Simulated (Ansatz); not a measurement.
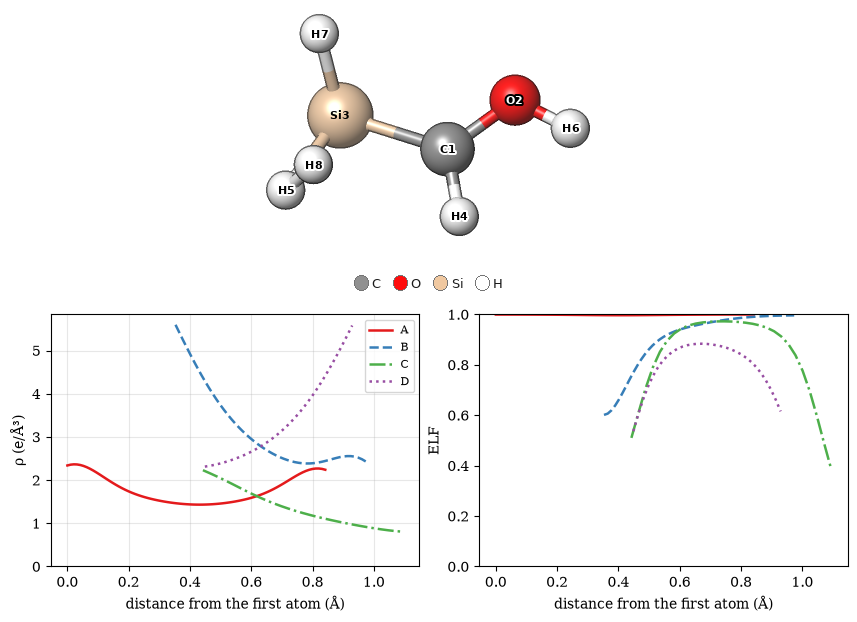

The picture shows: CH₅OSi (charge +1). Electron density and electron localisation function along straight lines between neighbouring atoms. The curves leave out the atomic cores. The structure is drawn too.

Geometry: PBE0-D4/def2-TZVP.

These are results of RKS PBE0-D4/def2-TZVPP in Ansatz, not measurements.

Input file:

```
crystal:
  periodic: [false, false, false]
  atoms:
    - {symbol: C, position_ang: [-0.239299, 0.111541, 0.109480]}
    - {symbol: O, position_ang: [-0.814398, 0.707756, 1.086919]}
    - {symbol: Si, position_ang: [0.342103, -1.648492, 0.281879]}
    - {symbol: H, position_ang: [-0.320329, 0.592377, -0.872469]}
    - {symbol: H, position_ang: [1.325183, -1.518892, -1.096933]}
    - {symbol: H, position_ang: [-1.264942, 1.537453, 0.851384]}
    - {symbol: H, position_ang: [1.366957, -1.567865, 1.357925]}
    - {symbol: H, position_ang: [1.609596, -0.852465, -0.669595]}
basis:
  gaussian: {orbitals: def2-TZVPP}
total_charge: 1
hamiltonian: {xc: pbe0, dispersion: d4}
output: {orbitals: {seedname: orbitals}}
```

Launched as:

```sh
ansatz run in.yaml --threads 2 --pin off --events-out ev --progress --plain --max-ram 4352MiB
```

> Which curve belongs to which contact (C–O, C–Si, H–H and O–H)? The first atom named is at distance zero.

Curve A: H5···H8 (0.84 Å): the density falls to about 1.4 e/Å³ on the way; the ELF is about 1 at the midpoint. Curve B: O–H (0.97 Å): the density is about 3.9 e/Å³ at the midpoint; the ELF climbs to about 1 towards the hydrogen, as it does in any bond to H; an ordinary covalent bond to hydrogen. Curve C: C–Si (1.86 Å): ρ at the midpoint is about 0.97 e/Å³; the ELF peaks at about 1 between the atoms: a covalent bond. Curve D: C–O (1.28 Å): ρ at the midpoint is about 2.8 e/Å³; the ELF peaks at about 0.90 between the atoms: a short, strongly polar bond.
